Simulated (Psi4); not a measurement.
# GaBH3ClO (SMILES O[B](Cl)[GaH2]) at 6 levels

We compute a comparison of 6 runs (B3LYP/6-31G*, DSD-PBEP86/6-31G*, HSE06/6-31G*, TPSSh/6-31G*, wB97X-V/6-31G*) of GaBH3ClO. 

The calculation is run with Psi4 1.11.

## (1) The system as given

The species is GaBH3ClO (7 atoms), meant as a singlet with charge 0. As SMILES, `O[B](Cl)[GaH2]`. The B2–Cl3 distance was set to 2.325 Å, away from the relaxed value.

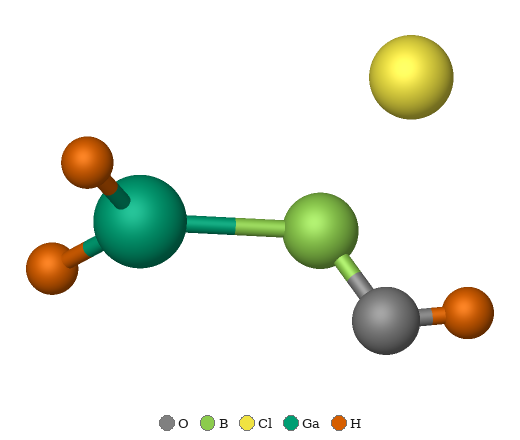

The structure, seen from a chosen angle (oxygen grey, boron green, chlorine yellow, gallium teal, hydrogen orange).

## (2) A single-point energy at B3LYP/6-31G(d) (spherical functions) (run 1)

Contents of bclgah3o.in:

```
memory 2.2 GB

molecule {
  0 1
  O     -1.124769    -0.907711     1.253619
  B     -0.311169    -0.343511     0.344419
  Cl     0.899000    -1.736200    -1.070500
  Ga    -0.076869     1.727589     0.135719
  H     -1.130169    -1.872911     1.232419
  H     -0.970569     2.553889    -0.859581
  H      1.038731     2.507289     0.923019
  units angstrom
  symmetry c1
  no_reorient
  no_com
}

set {
  basis 6-31G*
  puream true
  e_convergence 1e-09
  d_convergence 1e-08
  scf_type pk
  dft_radial_points 99
  dft_spherical_points 590
}

E, wfn = energy('b3lyp', return_wfn=True)
oeprop(wfn, 'QUADRUPOLE', 'LOWDIN_CHARGES', 'MAYER_INDICES', title='B3LYP')
```

Command:

```console
$ psi4 -n 1 bclgah3o.in bclgah3o.out
```

bclgah3o.out:

```text
[...]
  Running in c1 symmetry.
[...]
  Nuclear repulsion =  255.052151792941231
[...]
  Multiplicity = 1
[...]
  Nalpha       = 32
  Nbeta        = 32
[...]
    Number of basis functions: 84
[...]
   @RKS iter   1: -2484.63474654723996   -1.85237e+00   3.58746e-02 ADIIS/DIIS
[...]
   @RKS iter  13: -2486.71832141318873   -1.09139e-11   7.40916e-09 DIIS
[...]
    Orbital Energies [Eh]
    ---------------------
    Doubly Occupied:
       1A   -372.583242     2A   -101.487779     3A    -45.977749
       4A    -40.734870     5A    -40.730993     6A    -40.730940
       7A    -19.229827     8A     -9.416532     9A     -7.177578
      10A     -7.171469    11A     -7.171282    12A     -6.869758
      13A     -5.544809    14A     -3.833314    15A     -3.822275
      16A     -3.822273    17A     -1.092798    18A     -0.864822
      19A     -0.860002    20A     -0.859629    21A     -0.855276
      22A     -0.854134    23A     -0.756651    24A     -0.625391
      25A     -0.478415    26A     -0.470022    27A     -0.423480
      28A     -0.368211    29A     -0.321457    30A     -0.296283
      31A     -0.284210    32A     -0.280142
[...]
  @RKS Final Energy: -2486.71832141318873
   => Energetics <=
    Nuclear Repulsion Energy =            255.0521517929412312
    One-Electron Energy =               -3964.9645114958825616
    Two-Electron Energy =                1317.4221385063062826
    DFT Exchange-Correlation Energy =     -94.2281002165540542
    Empirical Dispersion Energy =           0.0000000000000000
    VV10 Nonlocal Energy =                  0.0000000000000000
    Total Energy =                      -2486.7183214131887325
[...]
 Multipole Moments:
 ------------------------------------------------------------------------------------
     Multipole            Electronic (a.u.)      Nuclear  (a.u.)        Total (a.u.)
 ------------------------------------------------------------------------------------
 L = 1.  Multiply by 2.5417464519 to convert [e a0] to [Debye]
 Dipole X            :         -3.2957354            2.4265161           -0.8692193
 Dipole Y            :        -34.1650074           34.4853910            0.3203836
 Dipole Z            :          2.7815936           -1.7844816            0.9971120
 Magnitude           :                                                    1.3610364
 L = 2.  Multiply by 1.3450342976 to convert [e a0^2] to [Debye ang]
 Quadrupole XX       :       -131.3840001           99.3677805          -32.0162196
 Quadrupole XY       :         73.6265066          -70.3733073            3.2531992
[...]
```

It took 16 s on 1 thread of Intel Xeon Platinum 8259CL at 2.50GHz (Skylake/Cascade Lake), shared host; peak memory 1 GiB.

## (3) The energy at DSD-PBEP86/6-31G(d) (density fitting for correlation, spherical functions) (run 2)

Contents of calc.inp:

```
memory 2.2 GB

molecule {
  0 1
  O     -1.124769    -0.907711     1.253619
  B     -0.311169    -0.343511     0.344419
  Cl     0.899000    -1.736200    -1.070500
  Ga    -0.076869     1.727589     0.135719
  H     -1.130169    -1.872911     1.232419
  H     -0.970569     2.553889    -0.859581
  H      1.038731     2.507289     0.923019
  symmetry c1
  no_reorient
  no_com
}

set {
  basis 6-31G*
  puream true
  e_convergence 1e-09
  d_convergence 1e-08
  scf_type pk
  dft_radial_points 99
  dft_spherical_points 590
  num_frozen_docc 16
}

energy("dsd-pbep86")
print_variables()
```

Command:

```console
$ psi4 -i calc.inp -o calc.out -n 1
```

calc.out:

```text
[...]
  Running in c1 symmetry.
[...]
  Nuclear repulsion =  255.052151792941231
[...]
  Multiplicity = 1
[...]
  Nalpha       = 32
  Nbeta        = 32
[...]
    Number of basis functions: 84
[...]
   @RKS iter   1: -2483.26968122019616   -3.05509e+00   3.24146e-02 DIIS/ADIIS
[...]
   @RKS iter  13: -2484.96155516729732   -1.36424e-11   3.77008e-09 DIIS
[...]
    Orbital Energies [Eh]
    ---------------------
    Doubly Occupied:
       1A   -376.670082     2A   -103.622304     3A    -47.451953
       4A    -41.924689     5A    -41.921225     6A    -41.921216
       7A    -20.154430     8A    -10.131912     9A     -7.697091
      10A     -7.693761    11A     -7.693703    12A     -7.435012
      13A     -6.139553    14A     -4.300027    15A     -4.291345
      16A     -4.291295    17A     -1.322978    18A     -1.106641
      19A     -1.102033    20A     -1.101734    21A     -1.096420
      22A     -1.095994    23A     -0.929365    24A     -0.759896
      25A     -0.602627    26A     -0.580180    27A     -0.544047
      28A     -0.460662    29A     -0.404749    30A     -0.380366
      31A     -0.374650    32A     -0.361733
[...]
  @RKS Final Energy: -2484.96155516729732
   => Energetics <=
    Nuclear Repulsion Energy =            255.0521517929412312
    One-Electron Energy =               -3965.5212479762631119
    Two-Electron Energy =                1258.6813572624587323
    DFT Exchange-Correlation Energy =     -33.1738162464338231
    Empirical Dispersion Energy =           0.0000000000000000
    VV10 Nonlocal Energy =                  0.0000000000000000
    Total Energy =                      -2484.9615551672973197
[...]
 Multipole Moments:
 ------------------------------------------------------------------------------------
     Multipole            Electronic (a.u.)      Nuclear  (a.u.)        Total (a.u.)
 ------------------------------------------------------------------------------------
 L = 1.  Multiply by 2.5417464519 to convert [e a0] to [Debye]
 Dipole X            :         -3.3516592            2.4265161           -0.9251431
 Dipole Y            :        -34.0004530           34.4853910            0.4849379
 Dipole Z            :          2.8498146           -1.7844816            1.0653330
 Magnitude           :                                                    1.4919748
[...]
```

It took 15 s on 1 thread of Intel Xeon Platinum 8259CL at 2.50GHz (Skylake/Cascade Lake), shared host; peak memory 1 GiB.

Runs 3 to 5 aren't shown in full; the table further down has their settings and results.

## (4) The energy at B3LYP/6-31G(d) (Cartesian functions) (run 6)

Contents of calc.in:

```
memory 2200 mb

molecule {
  O     -1.124769    -0.907711     1.253619
  B     -0.311169    -0.343511     0.344419
  Cl     0.899000    -1.736200    -1.070500
  Ga    -0.076869     1.727589     0.135719
  H     -1.130169    -1.872911     1.232419
  H     -0.970569     2.553889    -0.859581
  H      1.038731     2.507289     0.923019
  units angstrom
  symmetry c1
  no_reorient
  no_com
}

set basis 6-31G*
set puream false
set e_convergence 1e-09
set d_convergence 1e-08
set scf_type pk
set dft_radial_points 99
set dft_spherical_points 590

E, wfn = energy('b3lyp', return_wfn=True)
oeprop(wfn, 'MULLIKEN_CHARGES', 'LOWDIN_CHARGES', 'MAYER_INDICES', title='B3LYP')
```

Command:

```console
$ psi4 -i calc.in -o calc.out -n 1
```

calc.out:

```text
[...]
  Running in c1 symmetry.
[...]
  Nuclear repulsion =  255.052151792941231
[...]
  Multiplicity = 1
[...]
  Nalpha       = 32
  Nbeta        = 32
[...]
    Number of basis functions: 90
[...]
   @RKS iter   1: -2484.44398537767620   -1.60592e+00   3.59677e-02 DIIS/ADIIS
[...]
   @RKS iter  13: -2486.72824991506650   -9.54969e-12   7.95578e-09 DIIS
[...]
  @RKS Final Energy: -2486.72824991506650
   => Energetics <=
    Nuclear Repulsion Energy =            255.0521517929412312
    One-Electron Energy =               -3964.9676700015652386
    Two-Electron Energy =                1317.3850512232013443
    DFT Exchange-Correlation Energy =     -94.1977829296431821
    Empirical Dispersion Energy =           0.0000000000000000
    VV10 Nonlocal Energy =                  0.0000000000000000
    Total Energy =                      -2486.7282499150664989
[...]
 Multipole Moments:
 ------------------------------------------------------------------------------------
     Multipole            Electronic (a.u.)      Nuclear  (a.u.)        Total (a.u.)
 ------------------------------------------------------------------------------------
 L = 1.  Multiply by 2.5417464519 to convert [e a0] to [Debye]
 Dipole X            :         -3.2935573            2.4265161           -0.8670412
 Dipole Y            :        -34.1676945           34.4853910            0.3176965
 Dipole Z            :          2.7790413           -1.7844816            0.9945597
 Magnitude           :                                                    1.3571443
[...]
  Mulliken Charges: (a.u.)
   Center  Symbol    Alpha    Beta     Spin     Total
       1     O     4.24153  4.24153  0.00000 -0.48306
       2     B     2.27904  2.27904  0.00000  0.44192
       3    CL     8.69699  8.69699  0.00000 -0.39397
       4    GA    15.54336 15.54336  0.00000 -0.08673
       5     H     0.27547  0.27547  0.00000  0.44906
       6     H     0.48180  0.48180  0.00000  0.03640
       7     H     0.48181  0.48181  0.00000  0.03638
   Total alpha = 32.00000, Total beta = 32.00000, Total charge = -0.00000
  Lowdin Charges: (a.u.)
[...]
```

Run time: 16 s. Hardware: 1 thread of Intel Xeon Platinum 8259CL at 2.50GHz (Skylake/Cascade Lake), shared host; peak memory 1.1 GiB.

## (5) The series

```tsv
run	level	frozen core orbitals	fitting correlation	energy (Eh)	dipole moment (D)	HOMO energy (eV)	LUMO energy (eV)	wall time
1	B3LYP/6-31G* (spherical functions)	0	–	-2486.718321	3.46	-7.62	-2.62	16 s
2	DSD-PBEP86/6-31G* (density fitting for correlation, spherical functions)	16	density fitting	-2485.284244	–	-9.84	-0.69	15 s
3	HSE06/6-31G* (spherical functions)	0	–	-2486.150875	3.50	-7.52	-2.78	52 s
4	TPSSh/6-31G* (spherical functions)	0	–	-2486.648842	3.50	-7.22	-2.71	62 s
5	wB97X-V/6-31G* (spherical functions)	0	–	-2486.369954	3.70	-10.22	-0.42	2.8 min
6	B3LYP/6-31G* (Cartesian functions)	0	–	-2486.728250	3.45	-7.63	-2.60	16 s
```

## (6) What came out

```
            quantity           value
 run 6: total energy  -2486.72825 Eh
run 6: dipole moment          3.45 D
  run 6: HOMO energy        -7.63 eV
  run 6: LUMO energy        -2.60 eV
run 6: HOMO–LUMO gap         5.02 eV
```

Over runs 1, 3, 4, 5, 6 the dipole moment (its size) runs from 3.45 D (B3LYP/6-31G*) to 3.70 D (wB97X-V/6-31G*). The HOMO–LUMO gap runs from 4.51 eV (TPSSh/6-31G*) to 9.80 eV (wB97X-V/6-31G*). Totals of different functionals can't be ranked against each other. All runs together took 5.4 min, the longest 2.8 min.
